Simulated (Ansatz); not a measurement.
# Cl$_{4}$F$_{2}$Mo: what the fields show

The calculation's input:

```
crystal:
  periodic: [false, false, false]
  atoms:
    - {symbol: Cl, position_ang: [0.017419, -2.228033, 0.533567]}
    - {symbol: Cl, position_ang: [-1.579090, -0.403668, -1.599106]}
    - {symbol: Cl, position_ang: [0.000110, 2.208579, -0.546661]}
    - {symbol: Cl, position_ang: [1.596583, 0.384187, 1.586030]}
    - {symbol: F, position_ang: [1.323801, -0.306000, -1.244356]}
    - {symbol: F, position_ang: [-1.306277, 0.286562, 1.231273]}
    - {symbol: Mo, position_ang: [0.008755, -0.009728, -0.006546]}
basis:
  gaussian: {orbitals: def2-SVPD}
hamiltonian: {xc: {name: PBE0}}
output: {forces: true, orbitals: {seedname: orbitals}}
```

Launched as:

```sh
ansatz run input.yaml --threads 2 --pin off --max-ram 6090MiB --events-out events.jsonl --progress --plain --runs-dir runs
```

Geometry: PBE0-D4/def2-SVP; core potentials replace the inner electrons of Mo.

All numbers below come from isolated molecule in a Gaussian basis; Kohn-Sham density functional theory, functional PBE0 in Ansatz.

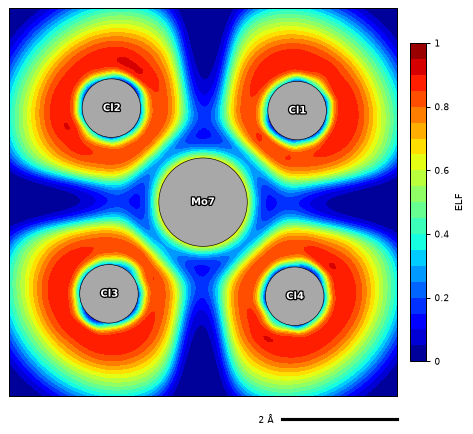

Figure 1. ELF on the plane of atoms Cl1, Mo7 and Cl2. Grey discs cover the atomic cores.

Question: Read the bonding off the picture.

Answer:
- The section cuts through Cl and Mo sites.
- Mo–Cl (2.28 Å): the ELF peaks at about 0.85 in the valence shell of Cl, 0.8 Å from its nucleus, and is about 0.35 at the midpoint.

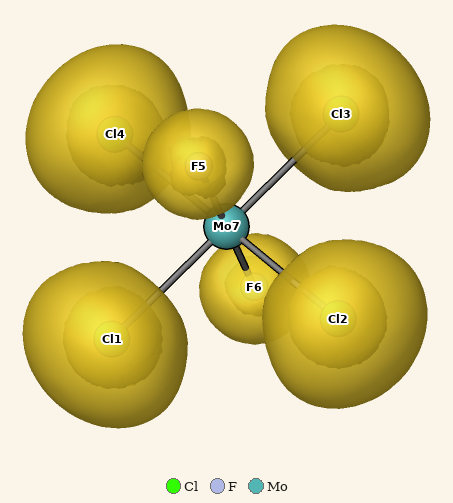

Figure 2. Isosurface of the electron localisation function at 0.75 (yellow), seen at a tilt. Only the valence region is drawn (cores and ρ < 0.01 e/Å³ removed).

Question: Where are the electrons localised?

Answer: The surface consists of four regions wrapped around Cl (the valence shell of each) and two regions wrapped around F (the valence shell of each). Along the contacts the grid gives the following. Mo–F (1.83 Å): the ELF peaks at about 0.85 in the valence shell of F, 0.5 Å from its nucleus, and drops to about 0.25 between the two atoms.

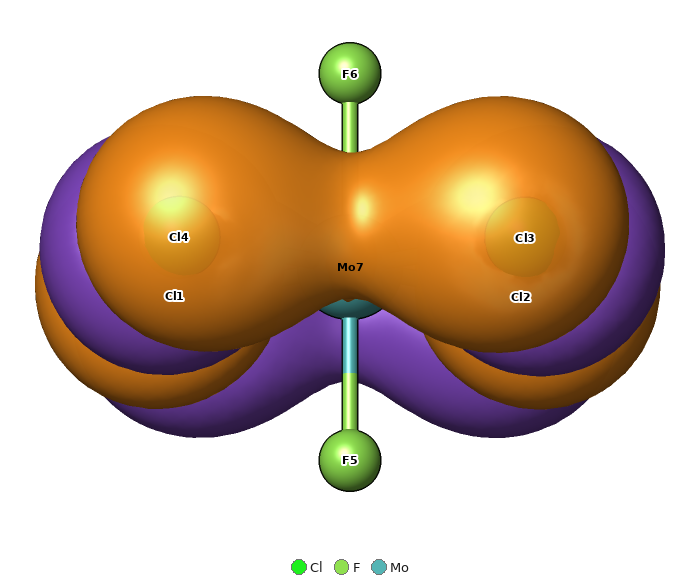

Figure 3. The HOMO−1 at ±0.06 Å⁻³ᐟ² (orange and purple are the two phases), seen from one side.

Question: Describe this orbital and give its energy.

Answer: Its weight (Hirshfeld) is mainly on Cl1 (about 25 %), Cl2 (about 25 %), Cl3 (about 25 %) and Cl4 (about 25 %); it is ungerade (odd under inversion); largely a combination of lone pairs on Cl1, Cl2, Cl3 and Cl4. It is one of a degenerate set, so its orientation is arbitrary. Its energy is −10.01 eV.
